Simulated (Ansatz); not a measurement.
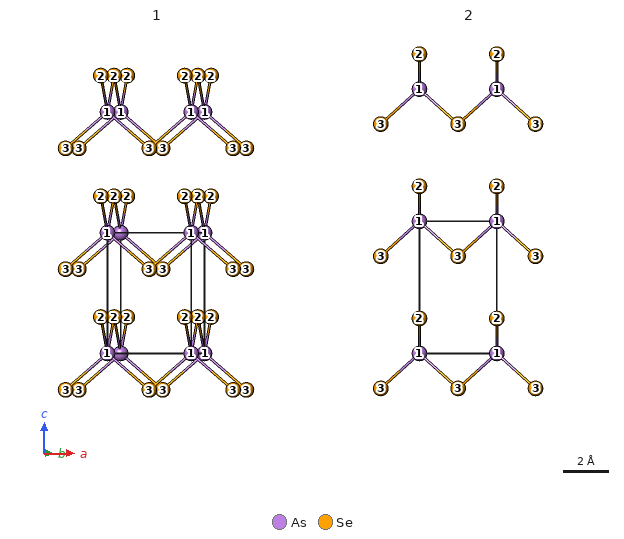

Two geometries of crystalline AsSe2 (a generated structure, set up in C222) (coarse preliminary run), drawn at one scale. One is the start of a relaxation, the other its converged end. Style: ball-and-stick. Shown: the cell of the calculation, repeated 1 × 1 × 2 with one cell outlined, along the b axis.

Computed with DFT PBE, scalar-relativistic, plane waves, PAW (Ansatz). Set-up: plane-wave cutoff 420 eV; k-point mesh 6 × 6 × 4; occupations gaussian; smearing width 0.1 eV; no spin polarisation; cell and atoms relaxed; force threshold 0.04 eV/Å; at most 70 steps.

Question: Which of the two is the end point?

Answer: Structure 1 is the relaxed one. After 9 accepted moves (12 points after the start) the energy has fallen by 0.268 eV per cell of the calculation. The largest force component goes from 0.89 to 0.019 eV/Å. The pressure goes from 6.11 to −0.10 GPa. The line search rejected the trial step at point 6 of the run. At 2 points the geometry stayed and the basis and grid were re-selected for the new cell (energy shift of 14.9 meV per cell of the calculation at most each time). The largest moves relative to the cell, 0.20 Å, are those of Se2 and Se3. Se3 goes along −c. As stays in place. The volume changes by +4.5 %, with a = b 3.659 → 3.816 Å (+4.3 %), c 5.943 → 5.429 Å (−8.6 %), γ 108.1° → 90.1°. Some distances before and after: As1–Se2 2.412 → 2.515 Å. Among the angles between lasting bonds that change: Se2–As1–Se3 127.1° → 115.2°, Se2–As1–Se3 104.3° → 115.0°. The space group stays C222 (No. 21). Cost: 84 s on 1 thread of Arm Neoverse V2 (shared host), peak memory 0.36 GiB.

Limits of the set-up: layers or molecules are held without a dispersion correction, so their spacing is unreliable.
